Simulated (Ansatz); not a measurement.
One stationary structure of HfO₂. Space group Pnma (No. 62). All values below come from r2SCAN (plane waves to 500 eV, PAW, scalar-relativistic; Ansatz, a quantum-chemistry and plane-wave program).

```cif
data_Hf4O8
_chemical_formula_sum 'Hf4 O8'
_space_group_name_H-M_alt 'Pnma'
_space_group_IT_number 62
_space_group_name_Hall '-P 2ac 2n'
_cell_length_a 10.26232
_cell_length_b 3.42157
_cell_length_c 3.80458
_cell_angle_alpha 90.000
_cell_angle_beta 90.000
_cell_angle_gamma 90.000
loop_
_atom_site_label
_atom_site_type_symbol
_atom_site_symmetry_multiplicity
_atom_site_Wyckoff_symbol
_atom_site_fract_x
_atom_site_fract_y
_atom_site_fract_z
_atom_site_occupancy
Hf1 Hf 4 c 0.11862 0.25000 0.25029 1
O1 O 4 c 0.21503 0.75000 0.41557 1
O2 O 4 c 0.02649 0.25000 0.76011 1
```

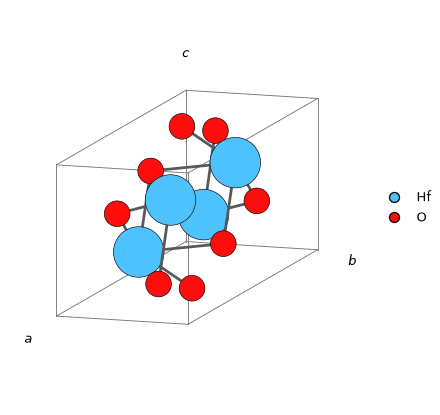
Figure. The conventional cell of the relaxed structure

```yaml
volume_per_atom: 11.13 Å³
band_gap: 4.37 eV, indirect (valence top at Γ, conduction bottom at k = (0, 0.25, 0)) (no spin-orbit coupling)
smallest_direct_gap: 4.65 eV at k = (0.3333, 0.25, 0)
shortest_distances: Hf–O 2.07 Å; O–O 2.56 Å; Hf–Hf 3.42 Å
k-mesh: 3×8×7
```

Band energies at high-symmetry points (eV from the VBM; labels of this space group; no spin-orbit coupling), from −5 eV up to 8.4 eV:

| point | energies |
|---|---|
| Γ | -4.97 -4.80 -4.33 -4.32 -4.19 -4.18 -3.75 -3.74 -3.42 -2.59 -2.51 -2.49 -2.00 -1.52 -1.51 -1.49 -1.02 -1.01 -0.61 -0.49 -0.12 -0.03 0.00 4.97 5.44 5.47 6.10 6.39 6.46 6.66 6.72 6.78 7.63 8.30 |
| X | -4.70 -4.70 -4.18 -4.18 -4.14 -4.14 -3.10 -3.10 -3.10 -3.10 -1.99 -1.99 -1.68 -1.68 -0.95 -0.95 -0.74 -0.74 -0.55 -0.55 -0.01 -0.01 5.20 5.20 5.69 5.69 6.51 6.51 6.69 6.69 7.50 7.50 7.99 7.99 |
| S | -4.18 -4.18 -4.18 -4.18 -3.76 -3.76 -3.76 -3.76 -3.03 -3.03 -3.03 -3.03 -2.08 -2.08 -2.08 -2.08 -1.39 -1.39 -1.39 -1.39 -0.79 -0.79 -0.79 -0.79 5.04 5.04 5.04 5.04 6.91 6.91 6.91 6.91 7.99 7.99 7.99 7.99 |
| Y | -4.39 -4.39 -3.88 -3.88 -3.87 -3.87 -3.60 -3.60 -3.23 -3.23 -3.04 -3.04 -2.04 -2.04 -1.95 -1.95 -1.73 -1.73 -1.01 -1.01 -0.95 -0.95 -0.80 -0.80 5.02 5.02 5.03 5.03 6.87 6.87 7.03 7.03 7.79 7.79 8.15 8.15 |
| Z | -4.77 -4.77 -4.23 -4.23 -3.92 -3.92 -3.25 -3.25 -3.10 -3.10 -2.89 -2.89 -2.43 -2.43 -2.41 -2.41 -1.31 -1.31 -1.25 -1.25 -1.19 -1.19 -0.12 -0.12 5.19 5.19 5.53 5.53 6.06 6.06 7.08 7.08 7.25 7.25 7.64 7.64 |
| U | -4.64 -4.64 -4.38 -4.38 -3.88 -3.88 -3.24 -3.24 -3.19 -3.19 -3.09 -3.09 -2.34 -2.34 -2.15 -2.15 -1.44 -1.44 -1.37 -1.37 -0.83 -0.83 -0.33 -0.33 5.19 5.19 5.54 5.54 6.14 6.14 7.09 7.09 7.15 7.15 7.49 7.49 |
| R | -3.62 -3.62 -3.62 -3.62 -2.62 -2.62 -2.62 -2.62 -1.78 -1.78 -1.78 -1.78 -1.35 -1.35 -1.35 -1.35 -0.28 -0.28 -0.28 -0.28 6.22 6.22 6.22 6.22 6.61 6.61 6.61 6.61 7.55 7.55 7.55 7.55 |
| T | -4.19 -4.19 -3.01 -3.01 -2.78 -2.78 -2.46 -2.46 -2.19 -2.19 -1.51 -1.51 -1.43 -1.43 -1.27 -1.27 -0.52 -0.52 -0.06 -0.06 6.19 6.19 6.21 6.21 6.54 6.54 6.73 6.73 7.53 7.53 7.57 7.57 |

No spin polarisation in the result.

The run could not lose the symmetry of its start.

The first start was generated by placing the elements on the sites of a structure type. Materials Project lists a structure of HfO2 in the same space group, Pnma (No. 62); the sites were not compared with it, nor with measured phases. Known forms of HfO2 include space group No. 14, 29, 137, 225.
